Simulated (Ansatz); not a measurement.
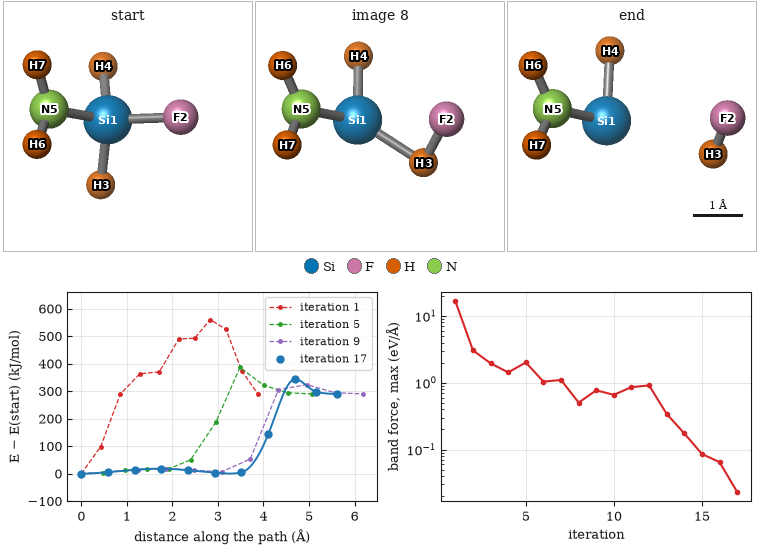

A nudged-elastic-band calculation for SiNH$_{4}$F. Images are numbered from 0 (start) to 10 (end). The plot follows the band through its iterations. Style: ball-and-stick. Shown from a free direction.

These are results of RKS CAM-B3LYP/def2-SVP in Ansatz, not measurements. Run with 9 movable images; climbing image; force threshold 0.05 eV/Å; iteration limit 60; starting path through a guess of the saddle point.

Q: How did the profile develop, and is the result final?

A: The run is converged, with reservations. The band converged in 17 iterations. The largest component of the band force went from 17 to 0.023 eV/Å. The climbing image converged on the top of the path. Its vibrational analysis gives one imaginary mode (1263i cm⁻¹), as a transition state must have. The first iteration put the highest image at 560.8 kJ/mol. The highest point, image 8, lies 343.8 kJ/mol above the start and 53.6 kJ/mol above the end; the end is at +290.2 kJ/mol relative to the start.

The run took 2.8 min on 1 thread of Intel(R) Xeon(R) Platinum 8488C (Sapphire Rapids), with other jobs on the host, peak memory 0.15 GiB.
